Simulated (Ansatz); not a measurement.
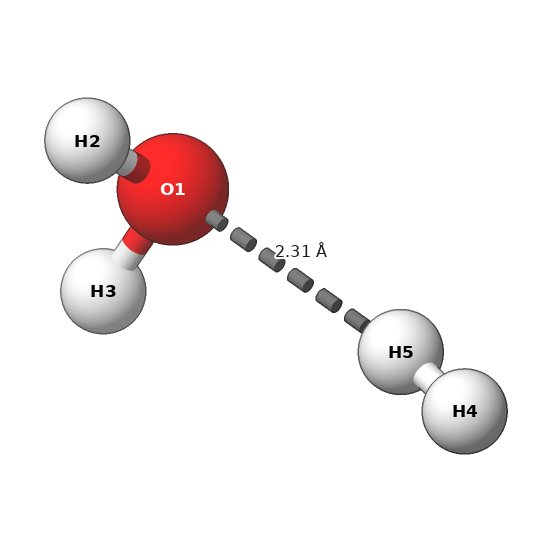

Two molecules or ions; the broken line marks their closest contact (measured against van der Waals radii). Geometry: a pair of rigid molecules at a changed separation. Program: Ansatz 0.2.0.

**Which two species are they?**

H2O and H2 (`O.[H][H]`).

Give the counterpoise-corrected interaction energy (kcal/mol, monomers kept as in the pair) with RHF-CCSD(T) (frozen core)/def2-TZVPPD.

```tsv
level	interaction energy (kcal/mol)
RHF-CCSD(T) (frozen core)/def2-TZVPPD	+0.1
```
